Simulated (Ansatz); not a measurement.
```xyz
15

C     2.0352   -1.6105   -0.5612
C    -0.1123    0.6414   -0.5128
C    -1.5736    0.9284   -0.3860
N    -0.3354   -1.6013    1.2523
O    -2.1991    0.8433    0.6485
Si    0.2089   -1.2378   -0.3506
H     2.3792   -1.3459   -1.5744
H     2.2338   -2.6851   -0.4128
H     2.6343   -1.0511    0.1745
H    -0.5368   -1.9220   -1.4595
H    -1.1198   -1.0438    1.5890
H    -0.4018   -2.5598    1.5811
H     0.2971    1.0216   -1.4610
H     0.4274    1.0896    0.3382
H    -2.1011    1.1926   -1.3405
```

Geometry: B3LYP-D3(BJ)/def2-SVP.

These are results of isolated molecule in a Gaussian basis; Kohn-Sham density functional theory, functional PBE0 (Ansatz), not measurements.

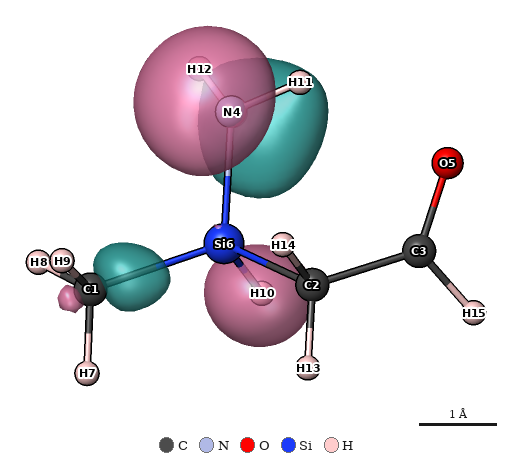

C3H9NOSi. The HOMO at ±0.15 Å⁻³ᐟ² (teal and pink are the two phases), seen at a tilt.

What is the character of this orbital?

By Hirshfeld shares it lies mainly on N4 (about 60 %) and H10 (about 10 %). Its energy is −7.34 eV.
